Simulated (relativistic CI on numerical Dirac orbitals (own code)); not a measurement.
Relativistic CI calculation for Pm³⁺

System: Pm³⁺.
Method: Dirac-Coulomb-Breit CI, KLI orbitals optimised for each configuration, model QED (radiative potential, 1s self-energy scaled to tabulated hydrogen-like ionisation energies), valence Slater integrals scaled by 0.9, multiplet model of photoemission in the sudden approximation (relativistic CI on numerical Dirac orbitals, in-house).

The input:
```
atom Pm  Z=61  charge=3  electrons=58
nucleus A=145  rms_radius_fm=4.9620
hamiltonian dirac-coulomb  breit=on  qed=on  c_scale=1
orbitals kli  potential=per-configuration
slater_scale 0.9
correlation none
mixing on
configurations
  [Xe] 4f4
  [Ar] 3d10 4s 4p6 4d10 4f4 5s2 5p6
end
photoemission 4s T=80 lorentz=4.2 gauss=0.7
crystal_field free
```

Hardware: 1 CPU thread, shared host.

The program writes its results to a structured record and prints no log; tables and figures of this report are taken from that record.

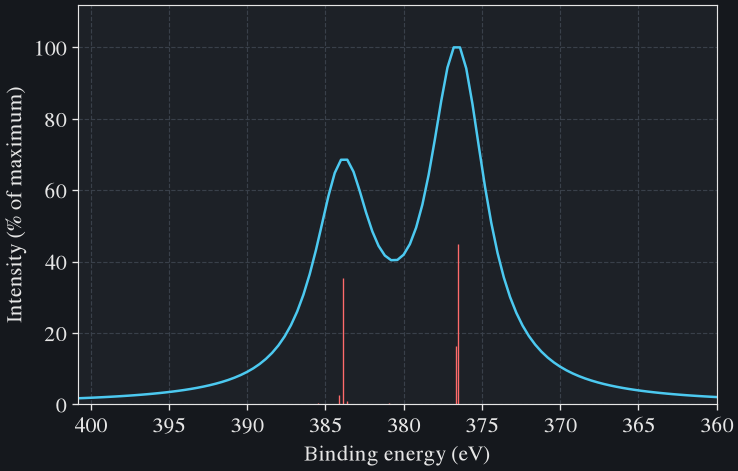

4s photoemission of Pm³⁺, [Xe] 4f⁴, in no crystal field (free ion). Sticks are the strongest transitions, on a scale of their own. Multiplet model: relativistic Dirac–Coulomb–Breit theory, one configuration a step, Slater integrals scaled by 0.9, 80 K, Voigt broadening (Lorentzian 4.2 eV, Gaussian 0.7 eV full widths), computed with a radial Dirac CI code. The main maxima lie at 376.6 eV (100) and 383.8 eV (69), heights in % of the largest; the centroid is at 379.4 eV. The ground state has S = 1.98.

Key numbers:

```
quantity      value
 outcome  converged
CPU time      6.3 s
```

Remarks:

Limits: free-ion energies without screening by ligands, so binding energies differ from solids by tens of eV; the exchange splitting of an s hole is too large without intra-shell correlation.
